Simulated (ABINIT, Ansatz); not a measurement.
## GaN (P6_3mc): G0W0 on several meshes in ABINIT

Aim: the GW shift of GaN (P6_3mc) against the k mesh.

Main program and level: ABINIT 10.8.3; LDA and many-body steps on it, plane waves.

The database entry behind the starting cell differs from later determinations by our own check (about 0.3 % short, ideal inner coordinate), so it need not match the best structure at ambient conditions.

## Step 1: The starting structure

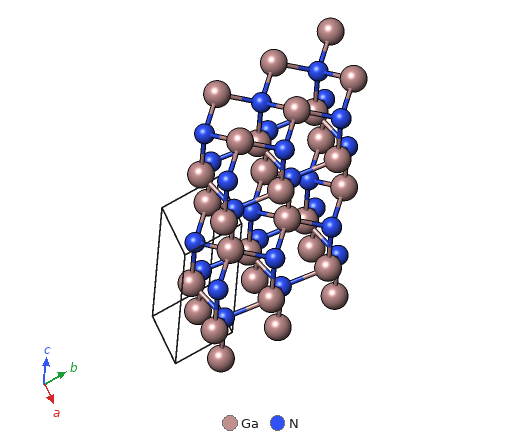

Start, viewed from a free direction; gallium pink, nitrogen blue. 2×3×2 cells are drawn. Some periodic images of atoms are drawn too.

The cell and positions come from the Crystallography Open Database and are kept as given unless a step says otherwise.

## Step 2: Empty states on the mesh, 3×3×2 mesh, 161 bands

This step: ABINIT 10.8.3; DFT, LDA, plane waves, norm-conserving pseudopotentials.

The sums over transitions need many empty states on a uniform mesh; this step solves for them.

Contents of run.abi:

```
acell 3*1.0 Angstrom
rprim 
  3.179999999980 0.000000000005 0.000000000000
  -1.589999999994 2.753960784015 0.000000000000
  0.000000000000 0.000000000000 5.166000000000
ntypat 2
znucl 31 7
natom 4
typat 1 1 2 2
xred 
  0.333333333333 0.666666666667 0.000000000000
  0.666666666667 0.333333333333 0.500000000000
  0.333333333333 0.666666666667 0.375000000000
  0.666666666667 0.333333333333 0.875000000000
pp_dirpath "pseudos"
pseudos "Ga.upf, N.upf"
ecut 36
ngkpt 3 3 2
nshiftk 1
shiftk 0 0 0
kptopt 1
chksymbreak 0
irdden 1
istwfk *1
nband 161
prtvol 0
optdriver 6
gwr_task "HDIAGO"
paral_kgb 0
occopt 1
indata_prefix "in"
outdata_prefix "out"
tmpdata_prefix "tmp"
```

Started as:

```sh
> OMP_NUM_THREADS=1 mpirun -n 4 abinit run.abi > log
```

Numbers of over 12 decimals in the logs are rounded to 6 here.

What it wrote:

```text
.Version 10.8.3 of ABINIT. v10.8.2 released Aug 2026.

 Symmetries : space group P6_3 m c (#186); Bravais hP (primitive hexag.)
[... echo of the input left out ...]
== DATASET  1 ==================================================================
-   mpi_nproc: 4, omp_nthreads: 1 (-1 if OMP is not activated)

--- !DatasetInfo
iteration_state: {dtset: 1, }
dimensions: {natom: 4, nkpt: 6, mband: 161, nsppol: 1, nspinor: 1, nspden: 1, mpw: 3162, }
cutoff_energies: {ecut:  36.0, pawecutdg:  -1.0, }
[...]
Direct band gap semiconductor
 Fundamental gap:     2.009 (eV)
   VBM:     5.109 (eV) at k: [ 0.0000E+00,  0.0000E+00,  0.0000E+00]
   CBM:     7.118 (eV) at k: [ 0.0000E+00,  0.0000E+00,  0.0000E+00]
 Direct gap:         2.009 (eV) at k: [ 0.0000E+00,  0.0000E+00,  0.0000E+00]

== END DATASET(S) ==============================================================
================================================================================

 -outvars: echo values of variables after computation  --------
           etotal      0.0000000000E+00
            nband         161
             nkpt           6
          spgroup         186
 [... the other variables as echoed above ...]

 Calculation completed.
```

Wall time 42 s (4 MPI ranks of Arm Neoverse V2, shared host); peak memory 2.4 GiB.

This step gave:

| Property | Result |
| --- | --- |
| gap | 2.009 eV |
| k of the valence top | 0, 0, 0 |
| k of the conduction bottom | 0, 0, 0 |
| least direct gap | 2.009 eV |
| k points computed | 6 |
| lowest point of the top converged band, above the valence top | 109.3194 eV |

On this mesh the gap is 2.009 eV.

The density comes from a self-consistent run that is not shown.

## Step 3: Screening, 3×3×2 mesh, 73 bands, screening to 141.5 eV

The RPA dielectric matrix is built and inverted for each q.

This step: RPA screening on LDA, plane waves, norm-conserving pseudopotentials.

Edit run.abi of step 2 so:

```diff
@@ -22,10 +22,11 @@
 chksymbreak 0
-irdden 1
 istwfk *1
-nband 161
-prtvol 0
-optdriver 6
-gwr_task "HDIAGO"
-paral_kgb 0
 occopt 1
+irdwfk 1
+optdriver 3
+nband 73
+ecuteps 5.2
+inclvkb 2
+awtr 1
+symchi 1
 indata_prefix "in"
```

What it wrote:

```text
.Version 10.8.3 of ABINIT. v10.8.2 released Aug 2026.

 Symmetries : space group P6_3 m c (#186); Bravais hP (primitive hexag.)
[... echo of the input left out ...]
== DATASET  1 ==================================================================
-   mpi_nproc: 4, omp_nthreads: 1 (-1 if OMP is not activated)

--- !DatasetInfo
iteration_state: {dtset: 1, }
dimensions: {natom: 4, nkpt: 6, mband: 73, nsppol: 1, nspinor: 1, nspden: 1, mpw: 3162, }
cutoff_energies: {ecut:  36.0, pawecutdg:  -1.0, }
electrons: {nelect:   3.60000000E+01, charge:   0.00000000E+00, occopt:   1.00000000E+00, tsmear:   1.00000000E-02, }

 SCREENING: Calculation of the susceptibility and dielectric matrices

 Based on a program developped by R.W. Godby, V. Olevano, G. Onida, and L. Reining.
 Incorporated in ABINIT by V. Olevano, G.-M. Rignanese, and M. Torrent.
.Using double precision arithmetic ; gwpc =  8

[... cell and pseudopotentials left out ...]
--------------------------------------------------------------------------------

 ==== K-mesh for the wavefunctions ====
 Number of points in the irreducible wedge :     6
[... list of points left out ...]
 Together with 12 symmetry operations and time-reversal symmetry
 yields    18 points in the full Brillouin Zone.

 ==== Q-mesh for the screening function ====
 Number of points in the irreducible wedge :     6
[... list of points left out ...]
 Together with 12 symmetry operations and time-reversal symmetry
 yields    18 points in the full Brillouin Zone.

 setmesh: FFT mesh size selected  =    20x   20x   40
          total number of points  =        16000

 vcoul_init : cutoff-mode = AUXILIARY_FUNCTION
 q-points for optical limit:   1
     1)      0.000010    0.000020    0.000030

- screening: taking advantage of time-reversal symmetry
- Maximum band index for partially occupied states nbvw = 18
- Remaining bands to be divided among processors   nbcw = 55
- Number of bands treated by each node ~13

 Number of electrons calculated from density =   36.0000; Expected =   36.0000
 average of density, n =  0.117914
 r_s =    1.2651
 omega_plasma =   33.1237 [eV]

 calculating chi0 at frequencies [eV] :
  1    0.000000E+00    0.000000E+00
  2    0.000000E+00    3.312371E+01

--------------------------------------------------------------------------------
  q-point number  1        q = ( 0.000000, 0.000000, 0.000000) [r.l.u.]
--------------------------------------------------------------------------------
[... chi0 elements left out ...]
 For q-point:  0.000010 0.000020 0.000030
  dielectric constant =   9.3851
  dielectric constant without local fields =  10.0492

  Average fulfillment of the sum rule on Im[epsilon] for q-point    1 :     45.18  [%]
[... wings left out ...]
  q-point number  2        q = ( 0.333333, 0.000000, 0.000000) [r.l.u.]
--------------------------------------------------------------------------------
[... chi0 elements left out ...]
  Average fulfillment of the sum rule on Im[epsilon] for q-point    2 :     51.39  [%]

 [... 4 further q-points ...]
```

Run time: 6.6 s. Hardware: 4 MPI ranks; peak memory 0.52 GiB.

Numbers from this step:

```
ε∞ with local fields, on this mesh, along the program's q direction : 9.385
the same without local fields                                       : 10.05
plasma frequency                                                    : 33.12 eV
plane waves in the screening matrix                                 : 161
```

Local fields lower ε∞ by 7 %. On a Γ-centred mesh this coarse the value itself is usually too large, while a short band sum pulls it down.

## Step 4: 3×3×2

The self-energy is evaluated for the states that the input lists, and the levels follow from it, in one-shot runs by the linearised quasiparticle equation.

This step: G0W0 on LDA, plane waves, norm-conserving pseudopotentials.

Edit run.abi of step 3 so:

```diff
@@ -25,8 +25,15 @@
 irdwfk 1
-optdriver 3
+optdriver 4
 nband 73
+gwcalctyp 0
+ecutsigx 36
+symsigma 1
+nkptgw 1
+kptgw 
+  0.0000000000 0.0000000000 0.0000000000
+bdgw 
+  17 20
 ecuteps 5.2
-inclvkb 2
-awtr 1
-symchi 1
+irdscr 1
+ppmodel 1
 indata_prefix "in"
```

What it wrote:

```text
.Version 10.8.3 of ABINIT. v10.8.2 released Aug 2026.

 Symmetries : space group P6_3 m c (#186); Bravais hP (primitive hexag.)
[... echo of the input left out ...]
== DATASET  1 ==================================================================
-   mpi_nproc: 4, omp_nthreads: 1 (-1 if OMP is not activated)

--- !DatasetInfo
iteration_state: {dtset: 1, }
dimensions: {natom: 4, nkpt: 6, mband: 73, nsppol: 1, nspinor: 1, nspden: 1, mpw: 3162, }
cutoff_energies: {ecut:  36.0, pawecutdg:  -1.0, }
electrons: {nelect:   3.60000000E+01, charge:   0.00000000E+00, occopt:   1.00000000E+00, tsmear:   1.00000000E-02, }

 SIGMA: Calculation of the GW corrections

 Based on a program developped by R.W. Godby, V. Olevano, G. Onida, and L. Reining.
 Incorporated in ABINIT by V. Olevano, G.-M. Rignanese, and M. Torrent.
.Using double precision arithmetic ; gwpc =  8

[... cell and pseudopotentials left out ...]
--------------------------------------------------------------------------------

 ==== K-mesh for the wavefunctions ====
 Number of points in the irreducible wedge :     6
[... list of points left out ...]
 Together with 12 symmetry operations and time-reversal symmetry
 yields    18 points in the full Brillouin Zone.

 ==== Q-mesh for screening function ====
 Number of points in the irreducible wedge :     6
[... list of points left out ...]
 Together with 12 symmetry operations and time-reversal symmetry
 yields    18 points in the full Brillouin Zone.

 vcoul_init : cutoff-mode = AUXILIARY_FUNCTION
 q-points for optical limit:   1
     1)      0.000010    0.000020    0.000030
 setmesh: FFT mesh size selected  =    30x   30x   54
          total number of points  =        48600

 Number of electrons calculated from density =   36.0000; Expected =   36.0000
 average of density, n =  0.117914
 r_s =    1.2651
 omega_plasma =   33.1237 [eV]

 === KS Band Gaps ===
  >>>> For spin  1
   Minimum direct gap =   2.0090 [eV], located at k-point      :   0.0000  0.0000  0.0000
   Fundamental gap    =   2.0090 [eV], Top of valence bands at :   0.0000  0.0000  0.0000
                                       Bottom of conduction at :   0.0000  0.0000  0.0000
 SIGMA fundamental parameters:
 PLASMON POLE MODEL  1
 number of plane-waves for SigmaX                 3153
 number of plane-waves for SigmaC and W            161
 number of plane-waves for wavefunctions          3153
 number of bands                                    73
 number of independent spin polarizations            1
 number of spinorial components                      1
 number of k-points in IBZ                           6
 number of q-points in IBZ                           6
 number of symmetry operations                      12
 number of k-points in BZ                           18
 number of q-points in BZ                           18
 number of frequencies for dSigma/dE                 9
 frequency step for dSigma/dE [eV]                0.25
 number of omega for Sigma on real axis              0
 max omega for Sigma on real axis  [eV]           0.00
 zcut for avoiding poles [eV]                     0.10

 EPSILON^-1 parameters (SCR file):
 dimension of the eps^-1 matrix on file            161
 dimension of the eps^-1 matrix used               161
 number of plane-waves for wavefunctions          3153
 number of bands                                    73
 number of q-points in IBZ                           6
 number of frequencies                               2
 number of real frequencies                          1
 number of imag frequencies                          1

 matrix elements of self-energy operator (all in [eV])

 Perturbative Calculation

--- !SelfEnergy_ee
iteration_state: {dtset: 1, }
kpoint     : [   0.000,    0.000,    0.000, ]
spin       : 1
KS_gap     :    2.009
QP_gap     :    2.486
Delta_QP_KS:    0.477
data: !SigmaeeData |
     Band     E0 <VxcDFT>   SigX SigC(E0)      Z dSigC/dE  Sig(E)    E-E0       E
       17   5.109 -18.269 -21.356   3.601   0.796  -0.256 -17.859   0.410   5.519
       18   5.109 -18.269 -21.356   3.601   0.796  -0.256 -17.859   0.410   5.519
       19   7.118 -14.315  -9.563  -3.667   0.817  -0.223 -13.428   0.887   8.005
       20   9.333 -13.895  -8.401  -4.193   0.827  -0.209 -12.820   1.076  10.409

== END DATASET(S) ==============================================================
================================================================================

 -outvars: echo values of variables after computation  --------
           etotal      0.0000000000E+00
            nband          73
             nkpt           6
          spgroup         186
 [... the other variables as echoed above ...]

 Calculation completed.
```

Run time: 2.5 s. Hardware: 4 MPI ranks; peak memory 0.12 GiB; 9.9 s of CPU time.

Numbers from this step:

- G0W0 gap on the points computed: 2.486 eV
- starting gap on the mesh: 2.009 eV
- k of the valence top: 0, 0, 0
- k of the conduction bottom: 0, 0, 0
- Z at the valence top: 0.796
- Z at the conduction bottom: 0.817
- least direct G0W0 gap on the computed points: 2.486 eV

The gap on the mesh goes from 2.01 eV to 2.49 eV, a correction of +0.48 eV.

## Step 5: Empty states on the mesh, 6×6×4 mesh, 79 bands

This step: DFT, LDA, plane waves, norm-conserving pseudopotentials.

Edit run.abi of step 4 so:

```diff
@@ -17,3 +17,3 @@
 ecut 36
-ngkpt 3 3 2
+ngkpt 6 6 4
 nshiftk 1
@@ -22,18 +22,10 @@
 chksymbreak 0
+iscf -2
+irdden 1
 istwfk *1
-occopt 1
-irdwfk 1
-optdriver 4
-nband 73
-gwcalctyp 0
-ecutsigx 36
-symsigma 1
-nkptgw 1
-kptgw 
-  0.0000000000 0.0000000000 0.0000000000
-bdgw 
-  17 20
-ecuteps 5.2
-irdscr 1
-ppmodel 1
+nband 79
+nbdbuf 6
+tolwfr 1e-09
+nstep 60
+prtvol 0
 indata_prefix "in"
```

What it wrote:

```text
.Version 10.8.3 of ABINIT. v10.8.2 released Aug 2026.

 Symmetries : space group P6_3 m c (#186); Bravais hP (primitive hexag.)
[... echo of the input left out ...]
== DATASET  1 ==================================================================
-   mpi_nproc: 4, omp_nthreads: 1 (-1 if OMP is not activated)

--- !DatasetInfo
iteration_state: {dtset: 1, }
dimensions: {natom: 4, nkpt: 21, mband: 79, nsppol: 1, nspinor: 1, nspden: 1, mpw: 3168, }
cutoff_energies: {ecut:  36.0, pawecutdg:  -1.0, }
[...]
2.02300    2.02745    2.02745    2.08312    2.08312    2.09012    2.19825    2.19825
   2.22962    2.22962    2.23380    2.23706    2.25012    2.25012    2.30217    2.34862
   2.34862    2.37421    2.39279    2.39279    2.48157    2.48164    2.52379
 prteigrs : prtvol=0 or 1, do not print more k-points.

== END DATASET(S) ==============================================================
================================================================================

 -outvars: echo values of variables after computation  --------
            nband          79
             nkpt          21
          spgroup         186
 [... the other variables as echoed above ...]

 Calculation completed.
```

The job ended after 30 s (4 MPI ranks; peak memory 0.33 GiB; 2 min of CPU time).

Numbers from this step:

```
gap                                                           : 2.009 eV
k of the valence top                                          : 0, 0, 0
k of the conduction bottom                                    : 0, 0, 0
least direct gap                                              : 2.009 eV
k points computed                                             : 21
lowest point of the top converged band, above the valence top : 56.2125 eV
```

On this mesh the gap is 2.009 eV.

## Step 6: Screening, 6×6×4 mesh, 73 bands, screening to 141.5 eV

This step: RPA screening on LDA, plane waves, norm-conserving pseudopotentials.

Edit run.abi of step 5 so:

```diff
@@ -22,10 +22,11 @@
 chksymbreak 0
-iscf -2
-irdden 1
 istwfk *1
-nband 79
-nbdbuf 6
-tolwfr 1e-09
-nstep 60
-prtvol 0
+occopt 1
+irdwfk 1
+optdriver 3
+nband 73
+ecuteps 5.2
+inclvkb 2
+awtr 1
+symchi 1
 indata_prefix "in"
```

What it wrote:

```text
.Version 10.8.3 of ABINIT. v10.8.2 released Aug 2026.

 Symmetries : space group P6_3 m c (#186); Bravais hP (primitive hexag.)
[... echo of the input left out ...]
== DATASET  1 ==================================================================
-   mpi_nproc: 4, omp_nthreads: 1 (-1 if OMP is not activated)

--- !DatasetInfo
iteration_state: {dtset: 1, }
dimensions: {natom: 4, nkpt: 21, mband: 73, nsppol: 1, nspinor: 1, nspden: 1, mpw: 3168, }
cutoff_energies: {ecut:  36.0, pawecutdg:  -1.0, }
electrons: {nelect:   3.60000000E+01, charge:   0.00000000E+00, occopt:   1.00000000E+00, tsmear:   1.00000000E-02, }

 SCREENING: Calculation of the susceptibility and dielectric matrices

 Based on a program developped by R.W. Godby, V. Olevano, G. Onida, and L. Reining.
 Incorporated in ABINIT by V. Olevano, G.-M. Rignanese, and M. Torrent.
.Using double precision arithmetic ; gwpc =  8

[... cell and pseudopotentials left out ...]
--------------------------------------------------------------------------------

 ==== K-mesh for the wavefunctions ====
 Number of points in the irreducible wedge :    21
[... list of points left out ...]
 Together with 12 symmetry operations and time-reversal symmetry
 yields   144 points in the full Brillouin Zone.

 ==== Q-mesh for the screening function ====
 Number of points in the irreducible wedge :    21
[... list of points left out ...]
 Together with 12 symmetry operations and time-reversal symmetry
 yields   144 points in the full Brillouin Zone.

 setmesh: FFT mesh size selected  =    20x   20x   40
          total number of points  =        16000

 vcoul_init : cutoff-mode = AUXILIARY_FUNCTION
 q-points for optical limit:   1
     1)      0.000010    0.000020    0.000030

- screening: taking advantage of time-reversal symmetry
- Maximum band index for partially occupied states nbvw = 18
- Remaining bands to be divided among processors   nbcw = 55
- Number of bands treated by each node ~13

 Number of electrons calculated from density =   36.0000; Expected =   36.0000
 average of density, n =  0.117914
 r_s =    1.2651
 omega_plasma =   33.1237 [eV]

 calculating chi0 at frequencies [eV] :
  1    0.000000E+00    0.000000E+00
  2    0.000000E+00    3.312371E+01

--------------------------------------------------------------------------------
  q-point number  1        q = ( 0.000000, 0.000000, 0.000000) [r.l.u.]
--------------------------------------------------------------------------------
[... chi0 elements left out ...]
 For q-point:  0.000010 0.000020 0.000030
  dielectric constant =   5.9082
  dielectric constant without local fields =   6.3170

  Average fulfillment of the sum rule on Im[epsilon] for q-point    1 :     45.25  [%]
[... wings left out ...]
  q-point number  2        q = ( 0.166667, 0.000000, 0.000000) [r.l.u.]
--------------------------------------------------------------------------------
[... chi0 elements left out ...]
  Average fulfillment of the sum rule on Im[epsilon] for q-point    2 :     59.34  [%]

 [... 19 further q-points ...]
```

The job ended after 93 s (4 MPI ranks; peak memory 1.1 GiB).

Numbers from this step:

- ε∞ with local fields, on this mesh, along the program's q direction: 5.908
- the same without local fields: 6.317
- plasma frequency: 33.12 eV
- plane waves in the screening matrix: 161

[end of part 1 of 2]

[Paths, hosts, dates, memory and timing lines, banners, echoed tables and standing remarks are left out of the program output.]

[Logs are printed without paths, hosts, clocks, repeated set-up lines and the standing remarks that a program may print on its own settings, such as how far it seeks lower states.]

[Runs of the session that timed out or met a known fault of the program may be left out.]

[Hosts, paths, dates, database ids (printed as entryN), source tags and the programs' standing remarks are cut or masked in the printed files.]

[G0W0 gaps are taken among the corrected bands and points alone; a level outside them can change the order at an edge.]

[Where Ansatz stands beside ABINIT at settings called matched, ABINIT's density can come from a denser mesh and the files from another edition; pairs whose starting gaps differed by over 0.03 eV were left out, so agreement reads better than it is.]
